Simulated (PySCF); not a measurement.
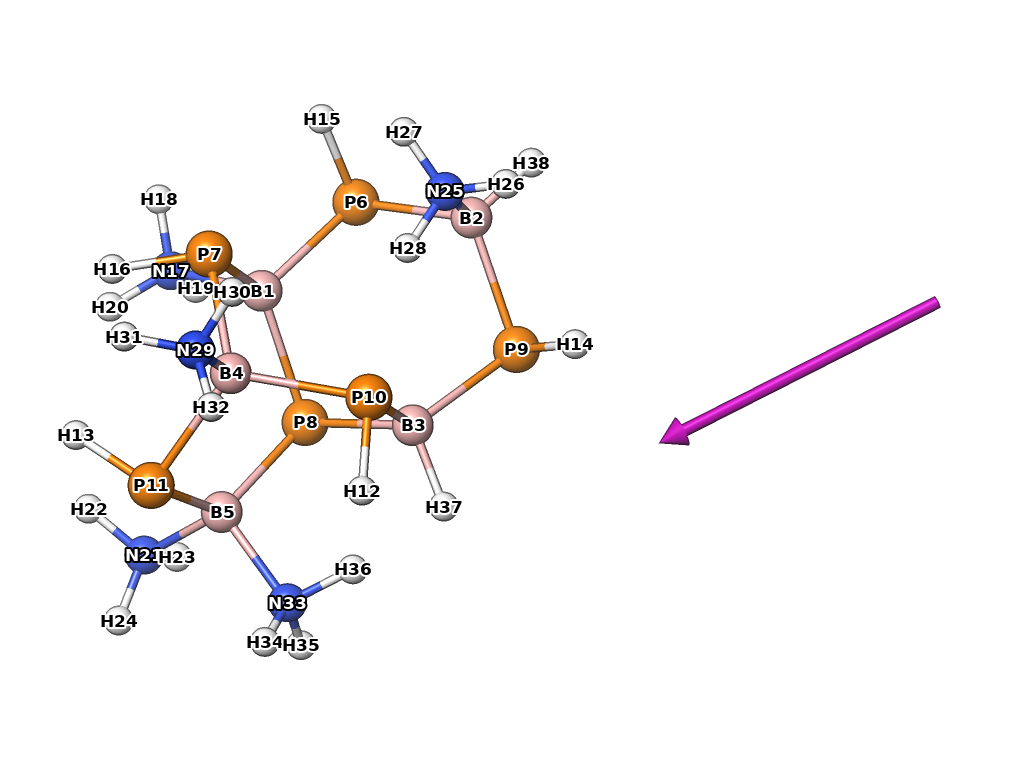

The arrow beside the molecule shows the direction of the dipole moment, from the negative to the positive end (its length means nothing). The computed structure is the end point of a GFN2-xTB optimisation. No frequency run is at hand to confirm it as a minimum. Level of theory: PBE/6-31G*, gas phase (PySCF 2.14.0).

Estimate the dipole moment.

Answer. 14.38 D; it points from the side of H38 to the side of H24 (the outermost atoms at the two ends).

The geometry is semi-empirical. Around B, P such bond lengths and angles can be off by a tenth of an ångström or more and by several degrees, and values that hang on the shape move with them.
